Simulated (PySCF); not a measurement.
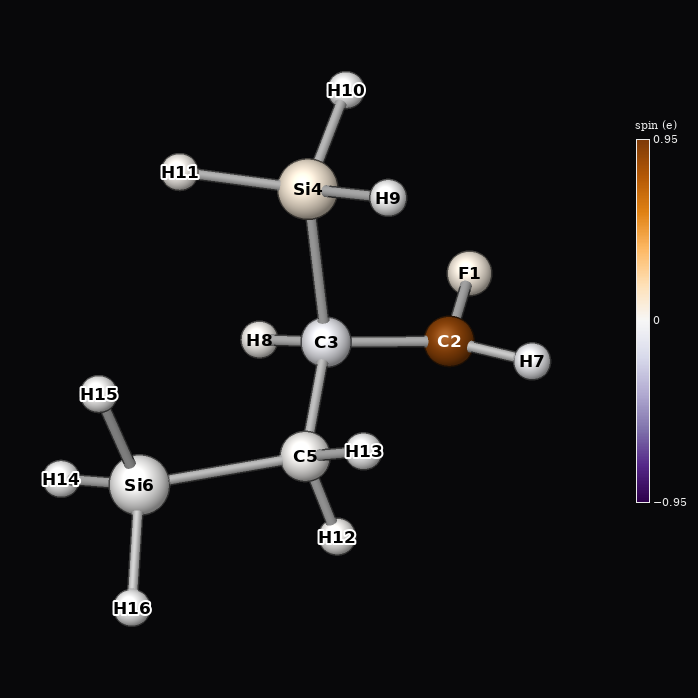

Atoms are coloured by their Mulliken spin populations. Charge 0, doublet. Computed geometry: GFN2-xTB optimisation. No frequency run is at hand to confirm it as a minimum. Level of theory: UKS B3LYP, pcH-1 on C F H Si, non-relativistic (PySCF 2.14.0).

Give the Mulliken spin populations atom by atom.

```tsv
atom	value (e)
F1	0.06
C2	0.90
C3	−0.07
Si4	0.08
C5	0.01
Si6	0.00
H7	−0.04
H8	0.02
H9	0.00
H10	0.00
H11	0.02
H12	0.01
H13	0.00
H14	0.00
H15	0.00
H16	0.00
```

Mulliken values depend strongly on the basis set. The geometry is semi-empirical. Around Si such bond lengths and angles can be off by a tenth of an ångström or more and by several degrees, and values that hang on the shape move with them.
